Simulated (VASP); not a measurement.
Band structure of HfN (rock salt). Level of theory: PBE GGA with D3 dispersion (Becke-Johnson damping), VASP's PBE PAW potentials (set 64) (plane waves; VASP).

Unless said otherwise, spin-orbit coupling is left out, though it shifts the bands of the heavy elements here.

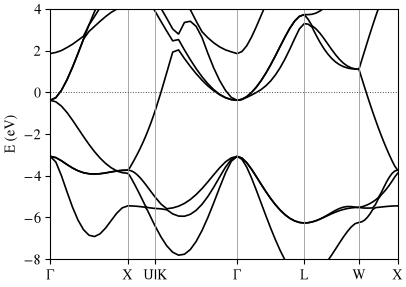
Bands along high-symmetry lines, zero at the valence-band maximum or, without a gap, the Fermi level

Q: Read the plot: is there a gap, and where are the band edges?

A: It has no gap at this level: it comes out as a metal or semimetal. (Edges off the drawn lines would not show.)

The compound is HfN in the rock salt structure. It was relaxed first. The electron count is odd and the run is not spin-polarised, which forces a metal.
